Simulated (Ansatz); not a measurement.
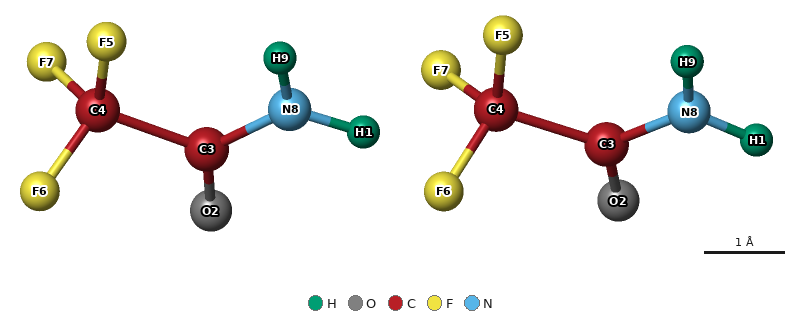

Two geometries of C₂H₂F₃NO, drawn at one scale. One is the start of a relaxation, the other its converged end. The picture is a ball-and-stick view, seen from a free direction.

Level of theory: RKS PBE0/def2-SVP in Ansatz. (no spin polarisation; force threshold 0.03 eV/Å; at most 50 steps)

Which one is relaxed?

The left one is the relaxed one. The run prepares an end point of a later path (reaction) calculation, from a guessed geometry. O2 moves most after the best rigid fit: 0.16 Å. By element the largest moves are O 0.16 Å, H 0.16 Å, F 0.13 Å, N 0.07 Å, C 0.06 Å. Some distances before and after: C3–N8 1.340 → 1.348 Å, C3–C4 1.539 → 1.545 Å. Bond angles that change, for instance: H1–N8–C3 108.6° → 118.2°, C3–N8–H9 127.0° → 121.9°, O2–C3–N8 121.5° → 126.3°. Over 10 geometry steps the energy falls by 2.12 kcal/mol. The largest force component goes from 0.67 to 0.015 eV/Å.
